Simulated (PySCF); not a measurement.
Sn(OH)3(tBu), SMILES C[C]([Sn]([OH])([OH])[OH])(C)C (C4H12O3Sn), GFN2-xTB optimised geometry. Atoms within 1.6 Å of the plane z = 1.0 Å (x, y, z in Å): C2 (-0.68, 0.35, 0.00), C3 (-2.17, 0.12, 0.12), C4 (-0.11, 1.08, 1.19), Sn5 (0.30, -1.73, 0.00), O6 (2.31, -1.73, 0.00), O8 (-0.16, -2.89, 1.58), H12 (-2.41, -0.43, 1.03), H13 (-2.67, 1.08, 0.16), H15 (-0.52, 2.09, 1.21), H16 (0.97, 1.16, 1.13), H17 (-0.38, 0.59, 2.12), H20 (0.60, -3.07, 2.13).

Computed with CAM-B3LYP/def2-SVP, def2 effective core potentials past Kr in PySCF 2.14.0. The core electrons that the potentials of Sn replace are not part of the density. Cells within 0.4 Å of a nucleus heavier than hydrogen are left out (blank, or x).

Map of the deformation density (molecule minus spherical neutral atoms) (e/bohr³) on the plane z = 1.0 Å:

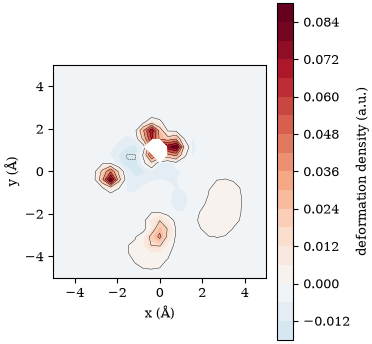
Fig. 1. Deformation density (molecule minus spherical neutral atoms) (e/bohr³) on the plane z = 1.0 Å.
